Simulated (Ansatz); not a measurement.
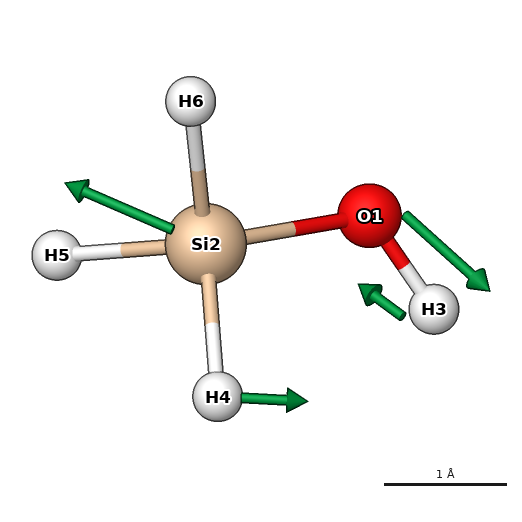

Arrows show the forces on the atoms, 10 Å of arrow for 1 eV/Å; forces under a tenth of the largest aren't drawn. Level of theory: PBE0-D4/def2-TZVP (Ansatz 0.2.0).

Along which bond is the force strongest?

O1–H3, now 0.958 Å: the forces pull its atoms together, so a first step downhill shortens it.

List the force components in the frame of the picture (x right, y up, z towards the viewer), in eV/Å.

| atom | Fx | Fy | Fz |
| --- | --- | --- | --- |
| O1 | 0.07 | −0.06 | 0.05 |
| Si2 | −0.09 | 0.04 | −0.02 |
| H3 | −0.04 | 0.03 | −0.02 |
| H4 | 0.06 | 0.00 | 0.00 |
| H5 | 0.00 | 0.00 | 0.00 |
| H6 | 0.00 | 0.00 | 0.00 |
